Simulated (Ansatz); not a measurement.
Base system: CsPbCl3 in the cubic perovskite structure (space group Pm-3m, No. 221; a = 5.6188 Å). Axes: x, y, z lie along the cube axes.

Now apply this change: biaxial strain −1.50 %, plane normal [111], relaxed out of plane (Cartesian); in-plane vectors clamped, the third vector and the atoms free.

Level of theory: PBEsol in Ansatz (plane waves to 420 eV, PAW, no spin-orbit coupling).

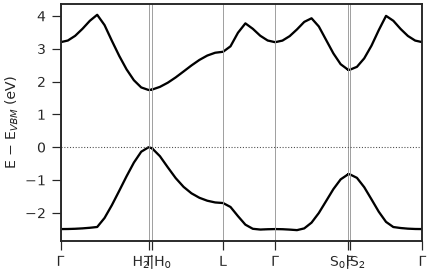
Figure. Highest valence and lowest conduction band along the path of the changed cell's own zone

Problem. Read the changed gap and its character from the plot.

Solution. About 1.7 eV, direct at T.

With Pb present, leaving out spin-orbit coupling can change the band edges. Whether these cells are dynamically stable was not tested. Many cubic perovskites are stable only at high temperature; tilts and polar distortions were not tested. This is not the structure that CsPbCl3 has at room temperature and ambient pressure. Labels are those of the standard path for the cell's own space group.

Ansatz is a quantum-chemistry and plane-wave program.
